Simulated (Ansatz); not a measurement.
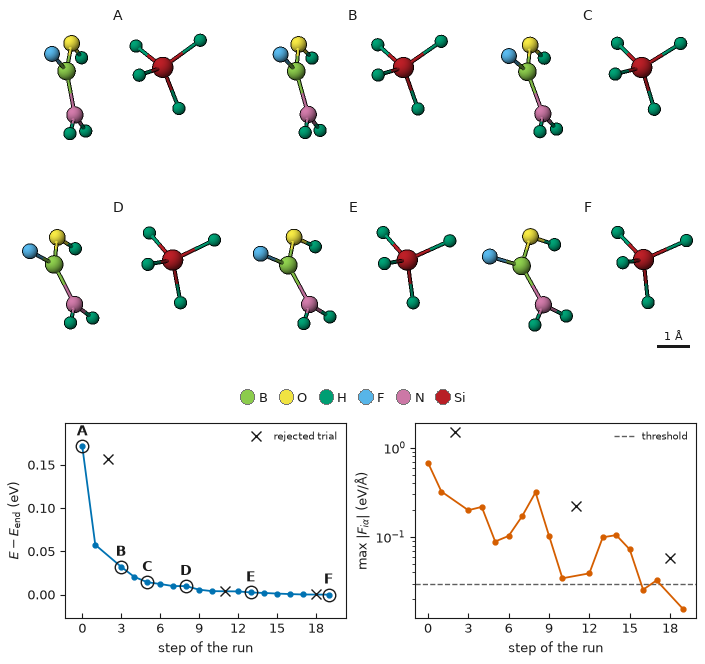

Frames of a relaxation of BSiNH₇OF, marked on the history of the run. Style: ball-and-stick. Shown at a tilt.

The run prepares an end point of a later path (reaction) calculation, from a guessed geometry.

The calculation used RKS PBE/6-31G* in Ansatz 0.2.0. Set-up: no spin polarisation; force threshold 0.03 eV/Å; at most 50 steps.

**What happens along the run?**

The atom that moves furthest after the best rigid fit is the F atom (1.16 Å). By element the largest moves are F 1.16 Å, H 0.60 Å, B 0.50 Å, O 0.36 Å, Si 0.34 Å, N 0.12 Å. Near-neighbour distances that change, for instance: H–Si 1.474 → 1.498 Å, B–O 1.394 → 1.378 Å. After 16 accepted moves (19 points after the start) the energy has fallen by 0.171 eV. The largest force component goes from 0.68 to 0.015 eV/Å. The line search rejected the trial steps at points 2, 11, 18 of the run. The forces were under the threshold at step 16, but the run went on from there. Cost: 28 s on 2 threads of AMD EPYC 9B14 (Zen 4) (shared host), peak memory 0.19 GiB. From step 0 to 3: the O atom moves most (0.27 Å), energy −0.139 eV. From step 3 to 5: the F atom moves most (0.22 Å), energy −0.018 eV. From step 5 to 8: the F atom moves most (0.32 Å), energy −0.005 eV. From step 8 to 13: an H atom moves most (0.20 Å), energy −0.007 eV. From step 13 to 19: the F atom moves most (0.24 Å), energy −0.003 eV.

| step | E − E(0), eV | largest force component, eV/Å | note |
| --- | --- | --- | --- |
| 0 | 0.0000 | 0.6833 |  |
| 1 | -0.1136 | 0.3236 |  |
| 2 | -0.0143 | 1.5193 | rejected |
| 3 | -0.1391 | 0.1997 |  |
| 4 | -0.1507 | 0.2175 |  |
| 5 | -0.1568 | 0.0890 |  |
| 6 | -0.1590 | 0.1027 |  |
| 7 | -0.1613 | 0.1708 |  |
| 8 | -0.1614 | 0.3166 |  |
| 9 | -0.1655 | 0.1037 |  |
| 10 | -0.1672 | 0.0344 |  |
| 11 | -0.1666 | 0.2247 | rejected |
| 12 | -0.1675 | 0.0391 |  |
| 13 | -0.1687 | 0.0993 |  |
| 14 | -0.1693 | 0.1050 |  |
| 15 | -0.1700 | 0.0727 |  |
| 16 | -0.1706 | 0.0257 |  |
| 17 | -0.1711 | 0.0326 |  |
| 18 | -0.1710 | 0.0583 | rejected |
| 19 | -0.1712 | 0.0154 |  |

Limits of the set-up: the start holds two separate molecules, 2.2 Å apart at their closest, whose relative position is a soft coordinate and is computed without a dispersion correction.
